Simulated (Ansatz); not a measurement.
## Run report: SiC₁₈, nudged elastic band (part 3 of 3)

SiC₁₈ (slab, 19 atoms in the cell); DFT PBE, scalar-relativistic, plane waves, PAW, spin-polarised (Ansatz 0.2.0); cutoff 420 eV, 2×2×1 k-mesh, Fermi–Dirac smearing of 0.02 eV, collinear spins. One setting was made poor on purpose. It belongs to a series of runs on one base structure; here: band between the two ends.

Geometry of the input (Å; fractional positions):
```
7.3980  0.0000  0.0000
-3.6990  6.4069  0.0000
0.0000  0.0000  11.0000
C  0.0052  0.0018  0.0866
C  0.2268  0.1117  0.0860
C  0.0041  0.3347  0.0859
C  0.2257  0.4447  0.0866
C  0.0050  0.6677  0.0909
C  0.2258  0.7787  0.0909
C  0.3377  0.0009  0.0893
C  0.5600  0.1128  0.0899
C  0.3369  0.3333  0.0861
C  0.5580  0.4426  0.0912
C  0.3351  0.6658  0.0923
C  0.5591  0.7798  0.0960
C  0.6729  0.0038  0.0913
C  0.8940  0.1132  0.0861
C  0.6708  0.3337  0.0899
C  0.8931  0.4455  0.0893
C  0.6717  0.6666  0.0960
C  0.8957  0.7806  0.0923
Si 0.6159  0.7238  0.2790
```

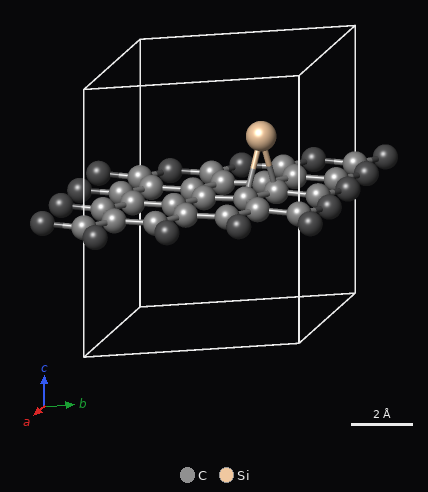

*The structure as given in the input (ball-and-stick view of the cell of the calculation, with the vacuum cut short, seen slightly off an axis; neighbours outside the cell are drawn fainter). An atom can appear more than once, as a periodic image.*

**Output, continued**
```
NEB image 1
preconditioner: auto → Resta (q_TF=auto, 1.979 Å⁻¹)  ε∞=2.1  [insulator: Δε(μ)=0.134 eV  Ē_g=13.630 eV  σ=0.020 eV  W_gap=0.93  n_scr=72 (ndim 8)  ℏωp=14.2 eV  f_vac=0.604  D(μ)=0.85/eV (n_scr^D=0)  ε∞_Penn≈2.1  vacuum switching on, ρ_ref=1.3e-2 e/Å³]
spin=Collinear: Resta preconditioning applied to the charge; magnetization (m = ρ↑ − ρ↓) channel mixes plain (no charge-response kernel on spin).
NEB image 2
preconditioner: auto → Resta (q_TF=auto, 1.979 Å⁻¹)  ε∞=2.1  [insulator: Δε(μ)=0.118 eV  Ē_g=13.627 eV  σ=0.020 eV  W_gap=0.90  n_scr=72 (ndim 8)  ℏωp=14.2 eV  f_vac=0.603  D(μ)=1.20/eV (n_scr^D=2)  ε∞_Penn≈2.1  vacuum switching on, ρ_ref=1.3e-2 e/Å³]
spin=Collinear: Resta preconditioning applied to the charge; magnetization (m = ρ↑ − ρ↓) channel mixes plain (no charge-response kernel on spin).
NEB image 3
preconditioner: auto → Resta (q_TF=auto, 1.979 Å⁻¹)  ε∞=2.1  [insulator: Δε(μ)=0.120 eV  Ē_g=13.627 eV  σ=0.020 eV  W_gap=0.91  n_scr=72 (ndim 8)  ℏωp=14.2 eV  f_vac=0.603  D(μ)=1.14/eV (n_scr^D=2)  ε∞_Penn≈2.1  vacuum switching on, ρ_ref=1.3e-2 e/Å³]
spin=Collinear: Resta preconditioning applied to the charge; magnetization (m = ρ↑ − ρ↓) channel mixes plain (no charge-response kernel on spin).
NEB image 4
preconditioner: auto → Resta (q_TF=auto, 1.979 Å⁻¹)  ε∞=2.1  [insulator: Δε(μ)=0.137 eV  Ē_g=13.630 eV  σ=0.020 eV  W_gap=0.94  n_scr=72 (ndim 8)  ℏωp=14.2 eV  f_vac=0.604  D(μ)=0.79/eV (n_scr^D=0)  ε∞_Penn≈2.1  vacuum switching on, ρ_ref=1.3e-2 e/Å³]
spin=Collinear: Resta preconditioning applied to the charge; magnetization (m = ρ↑ − ρ↓) channel mixes plain (no charge-response kernel on spin).
NEB image 2
NSCF: frozen V_eff on 4 k-points
NEB image 3
NSCF: frozen V_eff on 4 k-points
NEB image 4
NSCF: frozen V_eff on 4 k-points
NEB image 1
NSCF: frozen V_eff on 4 k-points
the band table was solved once a step of the walk had ended and its energy, with any forces and stress, was formed, with the checks that follow a solve (2336 applications of the Hamiltonian). They found nothing against the state; the energy, forces and stress were not computed again (output.eigenvalues in the input reference)
NEB iter   6: max|band force component| = 1.985e-2 eV/Å  barrier→ = 0.0340 eV  barrier← = 0.0340 eV  Δτ_max = 0.0000 Å  (34 SCF iters)
  M     (μB):  +1.0000  +1.0000  +1.0000  +1.0000  +1.0000  +1.0000
  M_abs (μB):   1.1333   1.1534   1.1538   1.1540   1.1532   1.1334
Magnetization: 1.0000 μB (38.5000 up, 37.5000 down)
Absolute magnetization: 1.1534 μB (∫|ρ↑−ρ↓|, with the PAW one-centre terms)
Spin contamination: 0.0320 ħ² per cell (⟨S²⟩ above its minimum at these occupations)
Per-site moments (μB) at R_I (Å): [(0.02034909586947359, 0.5840160102996143), (-0.003579693484548236, 0.5840160102996143), (-0.002244415810825631, 0.5847362090110282), (0.002240711966773397, 0.5846155807783143), (0.007812849276330731, 0.5840544816741992), (-0.005744290880014092, 0.5840544816741992), (0.01475685339800652, 0.5866003200077367), (-0.003070100523071747, 0.5851537427134588), (0.011588551781703541, 0.5840865823676462), (-0.003906936915969531, 0.5840865823676462), (0.004163081694419221, 0.5846155807783143), (-0.0028912036112929717, 0.5922452583786558), (0.009509675730294658, 0.5851348184578112), (0.01114826436275953, 0.5847362090110282), (0.011065840798741847, 0.58470329232816), (0.0014875659658513624, 0.5857270107783207), (0.0011168208927799066, 0.5909401912195132), (-0.007652698298752666, 0.5904743432546252), (0.18580892821003223, 0.8567747287465743)]
Free energy (F): -5148.716432 eV
Harris-Foulkes:  -5148.716432 eV  (|F-HF|=2.91e-11)
Internal energy: -5148.714853 eV  (E = F + TS)
E sigma→0 (E₀):  -5148.715643 eV
Entropy (-TS):   -0.001578 eV (-0.083 meV/atom)
Fermi energy:    0.045008 eV
--- Per-component energies (eV) ---
  E_band       = -704.419038
  E_kinetic    = 1678.143304
  E_local      = -15163.593179  (includes V_loc(G=0)·N_el)
  E_nonlocal   = 517.800787
  E_hartree    = 6751.358536
  E_xc         = -918.486376
  E_vxc        = -1115.266518  (∫ρ·V_xc dr)
  E_paw        = -2300.141702  (= ΣΔE_a)
  E_vpaw       = -124.220556  (= ΣTr[D̂ρ^β])
  E_aug_tail   = 0.000143  (compensation charges beyond the density's cutoff)
  E_ewald      = 4286.203633
  E_smearing   = -0.001578  (= −TS)
  E_closure    = -0.000000  (closes the sum)
  Σ components = -5148.716432   (vs F -5148.716432, Δ=0.00e0)
--- Forces (eV/Å), atoms counted from 1 ---
  atom   1  C      0.00340026    -0.00079483    -0.00251985
  atom   2  C      0.00647429    -0.00205151    -0.00581578
  atom   3  C      0.00594046    -0.00421771    -0.00014423
  atom   4  C     -0.00059464    -0.00212428    -0.00285329
[...]
  atom   5  C      0.00004298     0.00316540    -0.00251649
  atom   6  C      0.00111656    -0.00420424    -0.00016797
  atom   7  C      0.00797199     0.00349323     0.00247752
  atom   8  C      0.00390103     0.00469364    -0.00046419
  atom   9  C      0.00994645     0.00382550    -0.00117531
  atom  10  C      0.01245000    -0.00815339    -0.00339805
  atom  11  C      0.01067868     0.00575954     0.00339166
  atom  12  C      0.00473891    -0.00344612    -0.00453108
  atom  13  C      0.00810475    -0.00675975     0.00972891
  atom  14  C      0.00521281     0.00697586    -0.00107899
  atom  15  C     -0.00251546     0.00077799     0.00366315
  atom  16  C      0.00706240     0.00386822     0.00101914
  atom  17  C      0.00139546     0.00589219     0.02013725
  atom  18  C      0.00960811    -0.00427290    -0.01206269
  atom  19  Si    -0.09493531    -0.00242626    -0.00372385
  max |Σ_I F_I| component: 3.42e-5 eV/Å
--- Band table (eV; the first three rows and the last of 8) ---
  k-point 0 ↑: bands = ["-20.0237", "-17.8319", "-17.4053", "-17.3660", "-17.2761", "-17.2267", "-17.1900", "-13.1803", "-13.0358", "-12.9893", "-12.9597", "-11.0406", "-10.9561", "-10.2640", "-10.1161", "-10.0828", "-9.9946", "-9.9902", "-9.9404", "-9.0906", "-6.9330", "-6.2625", "-6.2379", "-6.2034", "-6.1138", "-6.1043", "-6.0990", "-5.5399", "-5.2966", "-5.0016", "-4.9163", "-4.8670", "-4.3773", "-3.4288", "-3.3918", "-1.1689", "-1.0181", "-0.6452", "-0.3819", "0.2227", "0.9861", "2.5805", "2.8874", "3.7126", "4.1291", "4.2193", "4.3604", "4.5621", "4.5806", "4.6170", "5.3576", "5.5584", "5.6354", "6.1917", "6.3987", "6.7548", "6.7967", "6.9122"]
  k-point 1 ↑: bands = ["-19.5427", "-19.1795", "-18.0671", "-17.9575", "-15.7437", "-15.5114", "-15.4786", "-15.4254", "-14.6999", "-13.6443", "-11.9526", "-11.9149", "-11.7357", "-11.7309", "-9.2708", "-8.5589", "-8.4843", "-8.3741", "-8.3516", "-8.1700", "-8.1217", "-7.2234", "-6.8137", "-6.8083", "-6.7888", "-6.2651", "-5.9679", "-5.8244", "-5.6115", "-4.9189", "-4.6107", "-4.4966", "-3.5421", "-3.4583", "-3.2107", "-3.0159", "-2.7276", "-0.4620", "0.1664", "1.3604", "1.6583", "2.0846", "2.1870", "2.2377", "3.0089", "3.8267", "3.8909", "4.8494", "4.8802", "5.5753", "5.6401", "5.7545", "5.8090", "5.8594", "6.3759", "6.6024", "6.7304", "6.7961"]
  k-point 2 ↑: bands = ["-19.5389", "-19.1832", "-18.0727", "-17.9567", "-15.7171", "-15.5299", "-15.4824", "-15.4212", "-14.6770", "-13.6748", "-11.9973", "-11.8807", "-11.7562", "-11.7266", "-9.1888", "-8.5761", "-8.4866", "-8.3840", "-8.3519", "-8.1340", "-8.1261", "-7.2502", "-6.8512", "-6.8114", "-6.7937", "-6.2999", "-5.9371", "-5.7922", "-5.6403", "-4.8756", "-4.6065", "-4.4869", "-3.6354", "-3.4364", "-3.1831", "-3.0098", "-2.7260", "-0.3081", "-0.0211", "1.2082", "1.8187", "2.0559", "2.1847", "2.2268", "3.0262", "3.8172", "3.9488", "4.8419", "4.9043", "5.4949", "5.6977", "5.7630", "5.8071", "5.8654", "6.3308", "6.4429", "6.7482", "6.8911"]
  k-point 3 ↓: bands = ["-19.5115", "-19.1787", "-18.0513", "-17.9388", "-15.6801", "-15.5223", "-15.4845", "-15.3973", "-14.6558", "-13.6675", "-11.9514", "-11.8724", "-11.7627", "-11.7161", "-8.9331", "-8.5320", "-8.4664", "-8.3624", "-8.3484", "-8.1428", "-8.1281", "-7.2237", "-6.8416", "-6.8073", "-6.7693", "-6.2042", "-5.8270", "-5.7363", "-5.6379", "-4.6096", "-4.5410", "-4.4937", "-3.6141", "-3.2977", "-3.1262", "-2.9326", "-2.7030", "0.4250", "0.6309", "1.0768", "1.9776", "2.1637", "2.2845", "2.4636", "3.2456", "3.9422", "4.1068", "4.9875", "5.0657", "5.6393", "5.8072", "5.8454", "5.9164", "5.9900", "6.5061", "6.6039", "6.9131", "6.9738"]
this run last wrote the band of iteration 6 to [file]
--- NEB band (6 images, 6 band iterations, 323 SCF iterations) ---
  forward barrier  = 0.033983 eV
  backward barrier = 0.033983 eV
  lagrangian_above_aufbau_ev (what the smearing adds, to first order; not taken off the barriers): saddle image -0.000360 eV, end points -0.004489 and -0.004489 eV
  energies are F+E_penalty+E_count in eV, relative to image 0
  image     s (Å)  Δ vs image 0  max|band force component| (eV/Å)     M (μB)  M_abs (μB)
      0    0.0000      0.000000                                 —    +1.0000      1.1333
  *   1    0.4947      0.033983                          1.899e-2    +1.0000      1.1534
      2    0.9894      0.012014                          1.113e-2    +1.0000      1.1538
      3    1.4842      0.012332                          1.337e-2    +1.0000      1.1540
      4    1.9789      0.033580                          1.985e-2    +1.0000      1.1532
      5    2.4736      0.000000                                 —    +1.0000      1.1334
  highest-image geometry (image 1):
  cell:  # Å, volume = 521.3771 Å³
    - [7.398, 0.0, 0.0]
    - [-3.699, 6.406856, 0.0]
    - [0.0, 0.0, 11.0]
  atoms:
    - { symbol: C, position: [0.005239132504841544, 0.0028008136465178424, 0.08841374058903914] }
    - { symbol: C, position: [0.22620210174183997, 0.11129079915432896, 0.08742457920586766] }
    - { symbol: C, position: [0.00427158056082097, 0.3347819431087473, 0.08565470732411129] }
    - { symbol: C, position: [0.2261267960103982, 0.4449902553222553, 0.08809413940988212] }
    - { symbol: C, position: [0.004903706338691249, 0.6665984512301207, 0.09330091501444253] }
    - { symbol: C, position: [0.2258967128933, 0.7777476441565283, 0.09380966108175022] }
    - { symbol: C, position: [0.3375186354439764, 0.0004174312457474194, 0.09096038216556712] }
    - { symbol: C, position: [0.5594506245708251, 0.11157838793660868, 0.08893597740905222] }
    - { symbol: C, position: [0.336564529465494, 0.33290340164792176, 0.0858079250141778] }
    - { symbol: C, position: [0.5575469455411324, 0.44113531392667393, 0.08705366172970752] }
    - { symbol: C, position: [0.33552791018879685, 0.6659035646067815, 0.09470806576294206] }
    - { symbol: C, position: [0.5595249075900157, 0.7792918615199034, 0.09845825798980797] }
    - { symbol: C, position: [0.6727055155925531, 0.0033385564333817414, 0.09070063444202109] }
    - { symbol: C, position: [0.8939005813825255, 0.11353025110847652, 0.08509562171044374] }
    - { symbol: C, position: [0.6705831884038692, 0.3329498895379001, 0.08648923986673544] }
    - { symbol: C, position: [0.8929089502020492, 0.44513696760965155, 0.08835743544515293] }
    - { symbol: C, position: [0.6700553629393555, 0.6646232335688547, 0.09117125252718024] }
    - { symbol: C, position: [0.8945255071936213, 0.7797241751383995, 0.09565846632066363] }
    - { symbol: Si, position: [0.6866440554358939, 0.7330301491012002, 0.2753600469914549] }
```

**The last band as extended XYZ (Å, eV, eV/Å)**
```
19
Lattice="7.3980 0.0000 0.0000 -3.6990 6.4069 0.0000 0.0000 0.0000 11.0000" Properties=species:S:1:pos:R:3:forces:R:3 image=0 energy=-5148.75042
C     0.0318    0.0116    0.9524   -0.0037  -0.0048  -0.0018
C     1.2645    0.7159    0.9456    0.0011   0.0026  -0.0036
C    -1.2081    2.1445    0.9452    0.0016  -0.0043  -0.0017
C     0.0247    2.8489    0.9521   -0.0012   0.0029  -0.0004
C    -2.4332    4.2781    1.0003   -0.0024  -0.0023  -0.0010
C    -1.2096    4.9888    1.0001    0.0026   0.0067  -0.0025
C     2.4952    0.0057    0.9821   -0.0025  -0.0038   0.0028
C     3.7255    0.7225    0.9887   -0.0020   0.0030   0.0003
C     1.2594    2.1355    0.9469   -0.0019  -0.0015   0.0013
C     2.4905    2.8359    1.0037   -0.0090  -0.0040   0.0039
C     0.0160    4.2657    1.0149   -0.0054  -0.0053  -0.0034
C     1.2515    4.9960    1.0558    0.0008   0.0044   0.0023
C     4.9640    0.0245    1.0041    0.0036  -0.0092   0.0023
C     6.1952    0.7250    0.9468    0.0028   0.0002   0.0026
C     3.7287    2.1377    0.9885    0.0068  -0.0019   0.0009
C     4.9593    2.8545    0.9820   -0.0030   0.0042   0.0014
C     2.5036    4.2708    1.0559    0.0032   0.0100   0.0026
C     3.7391    5.0014    1.0156    0.0091   0.0054  -0.0053
Si    1.8792    4.6374    3.0692   -0.0006  -0.0024  -0.0009
19
Lattice="7.3980 0.0000 0.0000 -3.6990 6.4069 0.0000 0.0000 0.0000 11.0000" Properties=species:S:1:pos:R:3:forces:R:3 image=1 energy=-5148.71643
C     0.0284    0.0179    0.9726    0.0034  -0.0008  -0.0025
C     1.2618    0.7130    0.9617    0.0065  -0.0021  -0.0058
C    -1.2068    2.1449    0.9422    0.0059  -0.0042  -0.0001
C     0.0269    2.8510    0.9690   -0.0006  -0.0021  -0.0029
C    -2.4295    4.2708    1.0263    0.0000   0.0032  -0.0025
C    -1.2057    4.9829    1.0319    0.0011  -0.0042  -0.0002
C     2.4954    0.0027    1.0006    0.0080   0.0035   0.0025
C     3.7261    0.7149    0.9783    0.0039   0.0047  -0.0005
C     1.2585    2.1329    0.9439    0.0099   0.0038  -0.0012
C     2.4930    2.8263    0.9576    0.0124  -0.0082  -0.0034
C     0.0191    4.2663    1.0418    0.0107   0.0058   0.0034
C     1.2568    4.9928    1.0830    0.0047  -0.0034  -0.0045
C     4.9643    0.0214    0.9977    0.0081  -0.0068   0.0097
C     6.1931    0.7274    0.9361    0.0052   0.0070  -0.0011
C     3.7294    2.1332    0.9514   -0.0025   0.0008   0.0037
C     4.9592    2.8519    0.9719    0.0071   0.0039   0.0010
C     2.4986    4.2581    1.0029    0.0014   0.0059   0.0201
C     3.7335    4.9956    1.0522    0.0096  -0.0043  -0.0121
Si    2.3683    4.6964    3.0290   -0.0949  -0.0024  -0.0037
19
Lattice="7.3980 0.0000 0.0000 -3.6990 6.4069 0.0000 0.0000 0.0000 11.0000" Properties=species:S:1:pos:R:3:forces:R:3 image=2 energy=-5148.73840
C     0.0243    0.0233    0.9999   -0.0124  -0.0029   0.0099
C     1.2625    0.7188    0.9816    0.0000   0.0016   0.0020
C    -1.2017    2.1447    0.9428    0.0000  -0.0004   0.0004
C     0.0294    2.8533    0.9754   -0.0077  -0.0011   0.0038
C    -2.4272    4.2655    1.0325   -0.0059  -0.0025   0.0029
C    -1.2017    4.9859    1.0202   -0.0030  -0.0024  -0.0034
C     2.4933    0.0041    0.9924   -0.0026   0.0036   0.0012
C     3.7255    0.7142    0.9533   -0.0072  -0.0035  -0.0060
C     1.2597    2.1352    0.9659   -0.0042   0.0005   0.0025
C     2.4965    2.8303    0.9760   -0.0026  -0.0046   0.0031
C     0.0216    4.2744    1.0151    0.0006   0.0064  -0.0054
C     1.2521    4.9989    1.0325   -0.0065   0.0050  -0.0090
C     4.9586    0.0147    0.9617   -0.0044  -0.0080  -0.0058
C     6.1925    0.7264    0.9389   -0.0027  -0.0007  -0.0001
C     3.7294    2.1340    0.9438   -0.0062   0.0038  -0.0011
C     4.9628    2.8502    0.9622   -0.0043   0.0054  -0.0050
C     2.4864    4.2639    1.0278   -0.0005   0.0069   0.0151
C     3.7345    4.9944    1.0746   -0.0029  -0.0018  -0.0024
Si    2.8651    4.6682    3.0535    0.0727  -0.0051  -0.0027
19
Lattice="7.3980 0.0000 0.0000 -3.6990 6.4069 0.0000 0.0000 0.0000 11.0000" Properties=species:S:1:pos:R:3:forces:R:3 image=3 energy=-5148.73808
C     0.0258    0.0305    0.9755    0.0030   0.0046   0.0033
C     1.2625    0.7255    0.9655    0.0043  -0.0006   0.0025
C    -1.2032    2.1465    0.9535    0.0077   0.0036  -0.0061
C     0.0290    2.8566    0.9925    0.0023  -0.0035   0.0013
C    -2.4289    4.2687    1.0330    0.0074  -0.0049  -0.0099
C    -1.1983    4.9932    1.0154   -0.0018  -0.0072  -0.0056
C     2.4929    0.0074    0.9753    0.0080   0.0012   0.0040
C     3.7240    0.7160    0.9428    0.0000   0.0003   0.0004
C     1.2598    2.1419    0.9814   -0.0003  -0.0018   0.0021
C     2.4980    2.8374    0.9997    0.0130   0.0038   0.0107
C     0.0250    4.2817    1.0205    0.0029   0.0022  -0.0034
C     1.2505    5.0020    1.0327    0.0063   0.0027   0.0033
C     4.9575    0.0105    0.9624    0.0045  -0.0055  -0.0056
C     6.1909    0.7268    0.9437    0.0058  -0.0040  -0.0011
C     3.7278    2.1343    0.9387    0.0026   0.0010   0.0000
C     4.9617    2.8459    0.9619    0.0041   0.0093  -0.0058
C     2.4868    4.2732    1.0749    0.0034   0.0019  -0.0031
C     3.7348    5.0039    1.0273   -0.0004  -0.0085   0.0171
Si    3.3601    4.5984    3.0532   -0.0728   0.0054  -0.0042
19
Lattice="7.3980 0.0000 0.0000 -3.6990 6.4069 0.0000 0.0000 0.0000 11.0000" Properties=species:S:1:pos:R:3:forces:R:3 image=4 energy=-5148.71684
C     0.0293    0.0344    0.9578   -0.0127   0.0083  -0.0034
C     1.2638    0.7279    0.9438   -0.0101  -0.0038  -0.0011
C    -1.2038    2.1458    0.9784   -0.0037  -0.0051  -0.0006
C     0.0268    2.8580    1.0005   -0.0080  -0.0035   0.0026
C    -2.4335    4.2748    1.0830   -0.0046   0.0040  -0.0048
C    -1.1958    5.0013    1.0417   -0.0109  -0.0061   0.0035
C     2.4954    0.0097    0.9689    0.0008   0.0023  -0.0029
C     3.7290    0.7158    0.9422   -0.0058   0.0045   0.0000
C     1.2605    2.1477    0.9615   -0.0066   0.0018  -0.0059
C     2.4938    2.8428    0.9723   -0.0033   0.0009  -0.0023
C     0.0290    4.2846    1.0318   -0.0010   0.0040  -0.0001
C     1.2528    4.9967    1.0263    0.0003  -0.0034  -0.0027
C     4.9611    0.0088    0.9721   -0.0072  -0.0039   0.0009
C     6.1909    0.7275    0.9516    0.0029  -0.0006   0.0037
C     3.7271    2.1334    0.9360   -0.0053  -0.0075  -0.0012
C     4.9559    2.8393    0.9977   -0.0082   0.0068   0.0101
C     2.4878    4.2719    1.0521   -0.0101   0.0046  -0.0128
C     3.7226    5.0094    1.0032   -0.0014  -0.0067   0.0210
Si    3.8571    4.5706    3.0292    0.0948   0.0032  -0.0040
19
Lattice="7.3980 0.0000 0.0000 -3.6990 6.4069 0.0000 0.0000 0.0000 11.0000" Properties=species:S:1:pos:R:3:forces:R:3 image=5 energy=-5148.75042
C     0.0320    0.0245    1.0041    0.0036  -0.0092   0.0023
C     1.2632    0.7250    0.9468    0.0028   0.0002   0.0026
C    -1.2033    2.1377    0.9885    0.0068  -0.0019   0.0009
C     0.0273    2.8545    0.9820   -0.0029   0.0042   0.0014
C    -2.4284    4.2708    1.0559    0.0032   0.0100   0.0026
C    -1.1929    5.0014    1.0156    0.0092   0.0054  -0.0053
C     2.4978    0.0116    0.9524   -0.0037  -0.0048  -0.0018
C     3.7305    0.7159    0.9456    0.0011   0.0026  -0.0036
C     1.2579    2.1445    0.9452    0.0016  -0.0043  -0.0017
C     2.4907    2.8489    0.9521   -0.0013   0.0029  -0.0004
C     0.0328    4.2781    1.0003   -0.0024  -0.0023  -0.0010
C     1.2564    4.9888    1.0001    0.0025   0.0067  -0.0025
C     4.9612    0.0057    0.9821   -0.0025  -0.0038   0.0028
C     6.1915    0.7225    0.9887   -0.0020   0.0030   0.0003
C     3.7254    2.1355    0.9469   -0.0019  -0.0015   0.0013
C     4.9565    2.8359    1.0037   -0.0090  -0.0040   0.0039
C     2.4820    4.2657    1.0149   -0.0054  -0.0053  -0.0034
C     3.7175    4.9960    1.0558    0.0007   0.0045   0.0023
Si    4.3452    4.6374    3.0692   -0.0006  -0.0024  -0.0009
```

**Results in brief**

- outcome: converged
- barrier, forward: 0.034 eV
- barrier, backward: 0.034 eV
- electrons treated: 76
- hardware: 2 threads of AMD EPYC (Zen 5), 16 GiB of memory available, shared host
- wall time: 1.9 min (CPU time 3.7 min)
- peak memory: 1.7 GiB

A deliberately poor setting: no climbing. The k-point mesh is coarse for a cell of this size, so the results may not be converged. The order of the saddle point was not checked.
